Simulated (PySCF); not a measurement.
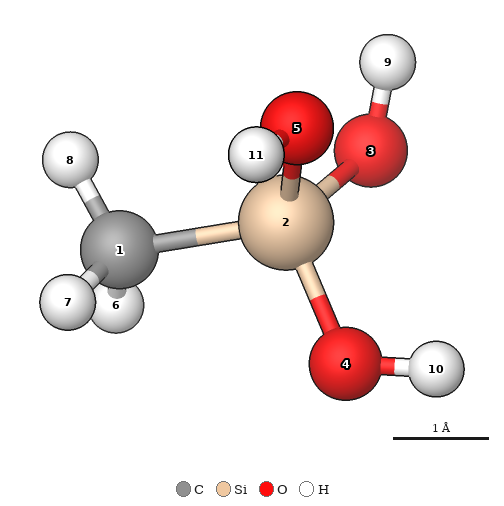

Figure 1. The input geometry (ball-and-stick view, seen at a tilt; atoms are numbered from 1 in the order of the input). Bond lengths as drawn: C–H 1.09 Å, C–Si 1.85 Å, H–O 0.96 Å and O–Si 1.64 to 1.65 Å.

NMR shielding calculation of CH6O3Si

System: CH6O3Si.
Method: GIAO wB97X-D/pcSseg-2 NMR shielding, non-relativistic, IEF-PCM chloroform (PySCF 2.14.0).

The geometry comes from this level: PBE0-D3(BJ)/def2-TZVP. Figures and captions count atoms from 1; the log counts them from 0 in places.

### The program's output
```
coarse grid: 9688 points
cycle   1  E = -556.9083181894  dE =  5.931e-01  |g| = 1.143e+00  |ddm| = 2.308e+00
cycle   2  E = -556.8833744675  dE =  2.494e-02  |g| = 1.247e+00  |ddm| = 1.006e+00
cycle   3  E = -557.1295999658  dE = -2.462e-01  |g| = 5.653e-02  |ddm| = 5.311e-01
cycle   4  E = -557.1302471687  dE = -6.472e-04  |g| = 2.273e-02  |ddm| = 4.819e-02
cycle   5  E = -557.1303731038  dE = -1.259e-04  |g| = 5.590e-03  |ddm| = 1.969e-02
cycle   6  E = -557.1303816078  dE = -8.504e-06  |g| = 1.032e-03  |ddm| = 5.900e-03
final grid: 88992 points
cycle   7  E = -557.1210662227  dE = -1.208e-04  |g| = 6.395e-03  |ddm| = 2.919e-02
cycle   8  E = -557.1210680565  dE = -1.834e-06  |g| = 5.565e-03  |ddm| = 5.842e-03
cycle   9  E = -557.1210730260  dE = -4.969e-06  |g| = 6.393e-04  |ddm| = 2.415e-03
cycle  10  E = -557.1210730837  dE = -5.768e-08  |g| = 2.926e-04  |ddm| = 4.543e-04
cycle  11  E = -557.1210731022  dE = -1.851e-08  |g| = 4.044e-05  |ddm| = 1.856e-04
cycle  12  E = -557.1210731026  dE = -4.870e-10  |g| = 1.576e-05  |ddm| = 4.797e-05
```

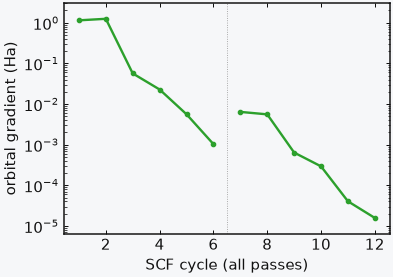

Figure 2. Convergence of the self-consistent field: orbital gradient against the SCF cycle. The dotted line marks the change from a coarse to the final integration grid. The first 6 cycles use a coarse grid, the final grid takes over at cycle 7, and the field converges after 12 cycles in all.

```
converged SCF energy = -557.1210731026

GIAO shielding tensors (ppm)
atom      isotropic    diamagn.    paramagn.     s11        s22        s33       span
  0 C      191.564     245.542     -53.979    187.368    191.125    196.199      8.831
  1 Si     371.093     875.359    -504.267    348.996    363.070    401.212     52.215
  2 O      283.021     387.487    -104.466    255.874    264.229    328.961     73.087
  3 O      271.098     387.718    -116.620    233.566    255.274    324.452     90.886
  4 O      269.467     388.102    -118.635    241.584    252.920    313.896     72.313
  5 H       31.320      29.838       1.482     27.117     28.706     38.136     11.019
  6 H       31.430      30.475       0.954     27.348     28.873     38.068     10.719
  7 H       31.597      30.429       1.168     27.490     28.912     38.389     10.899
  8 H       29.227      31.239      -2.012     21.176     23.926     42.578     21.402
  9 H       29.198      30.888      -1.690     21.535     23.213     42.847     21.312
 10 H       29.272      31.931      -2.659     21.824     23.553     42.440     20.616
```

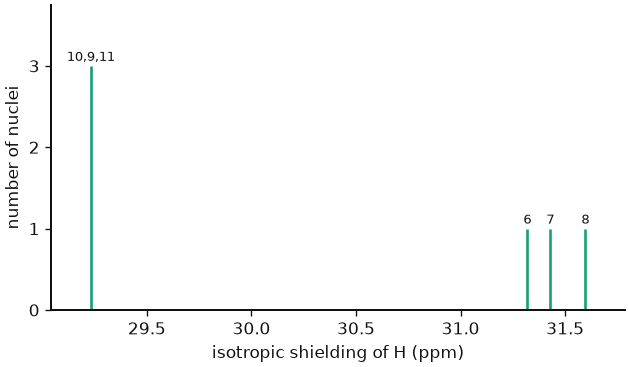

Figure 3. Isotropic shieldings of the hydrogen nuclei in this fixed geometry, labelled by atom number; shielding grows to the right, so chemical shift grows to the left. The least shielded is H10 (29.2 ppm), the most shielded H8 (31.6 ppm).

This output came from the following input.

### Input file
```
{"job": {"kind": "nmr", "xc": "wB97X-D", "basis": "pcSseg-2", "pop": false, "solvent": "chloroform"}, "charge": 0, "multiplicity": 1}
C      0.439096    -0.488860    -1.327835
Si    -0.174843     0.167696     0.285443
O     -1.756613    -0.159305     0.561668
O      0.027056     1.789999     0.205217
O      0.599174    -0.513884     1.569926
H     -0.154450    -0.087520    -2.151934
H      1.480111    -0.202701    -1.497463
H      0.374381    -1.578404    -1.355862
H     -1.935942    -0.863703     1.185767
H     -0.408760     2.313334     0.879784
H      1.548641    -0.404851     1.627039
```

The first line tells a small driver script what to run in PySCF; the rest is the geometry in Å.

Run as:
```bash
OMP_NUM_THREADS=1 python <driver script> task.json out
```

### Results in brief

| quantity | value |
| --- | --- |
| outcome | converged |
| total energy | −557.121073 hartree |
| HOMO | −10.65 eV |
| LUMO | 2.04 eV |
| dipole moment | 1.75 D |
| isotropic shielding, C | 191.6 ppm |
| isotropic shielding, Si | 371.1 ppm |
| isotropic shielding, O | 269.5 to 283.0 ppm |
| isotropic shielding, H | 29.2 to 31.6 ppm |
| hardware | 1 CPU thread, shared host |
| wall time | 37 s |
| peak memory | 1.1 GiB |
